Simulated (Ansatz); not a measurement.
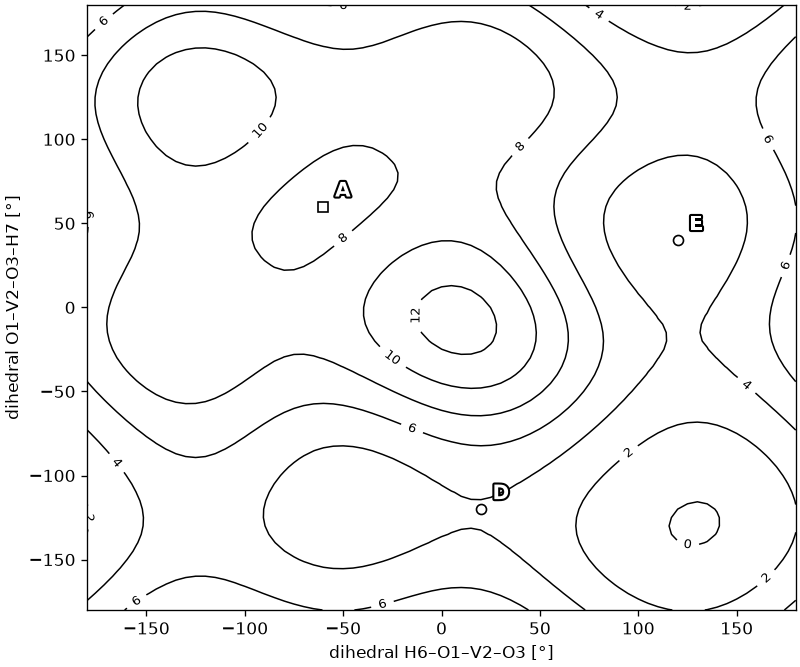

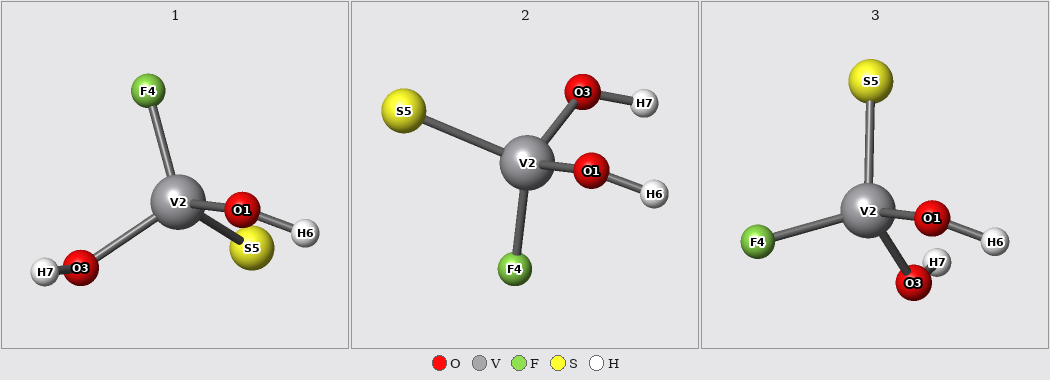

FH2O2SV, SMILES [OH][V]([OH])([F])=[S]. The first coordinate is: dihedral H6–O1–V2–O3; the second: dihedral O1–V2–O3–H7. Nothing is relaxed (all other coordinates rigid). The grid has 18 × 18 points; 171 points were computed and 153 follow by symmetry. Points are written as (first, second). All energies are given in kcal/mol relative to the lowest grid point. Method: RKS SPW92 (LDA)/def2-SVP (Ansatz).

Drawn: contour lines labelled in kcal/mol, lettered points. Between grid points the surface is interpolated. The numbered pictures are the structures at these points, in random order.

Question: Which structure belongs to which point?

Answer: A is structure 2: (−60°, 60°), 7.4 kcal/mol; D is structure 3: (20°, −120°), 3.9 kcal/mol; E is structure 1: (120°, 40°), 2.7 kcal/mol.
